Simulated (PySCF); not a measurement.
SMILES COc1ccc([SeH])s1 (C5H6OSSe) at its GFN2-xTB optimised geometry (Å):

```
14

C     -2.3424    -2.1964     0.0172
O     -0.9502    -2.4070     0.0119
C     -0.1688    -1.3143     0.0000
C      1.1927    -1.3143     0.0000
C      1.7417    -0.0131     0.0000
C      0.7987     0.9652     0.0064
Se     1.1026     2.8410    -0.0550
S     -0.8125     0.3063    -0.0104
H     -2.7985    -3.1840     0.0129
H     -2.6597    -1.6374    -0.8696
H     -2.6545    -1.6479     0.9123
H      1.7750    -2.2161     0.0076
H      2.7985     0.1887     0.0042
H     -0.2280     3.1840     0.3979
```

Calculation: PBE/def2-TZVP in PySCF. Cells within 0.4 Å of a nucleus heavier than hydrogen are left out (blank, or x).

Map of the HOMO−1 amplitude (bohr^(-3/2)) on the plane z = 0.0 Å; orbital energy -6.25 eV, overall sign arbitrary:

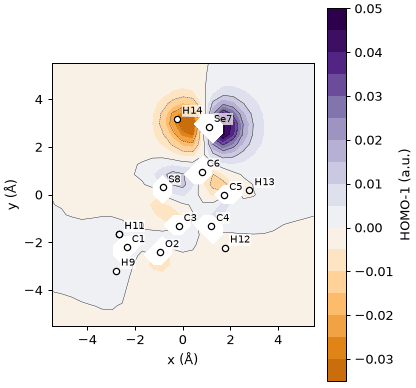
*HOMO−1 amplitude (bohr^(-3/2)) on the plane z = 0.0 Å.*
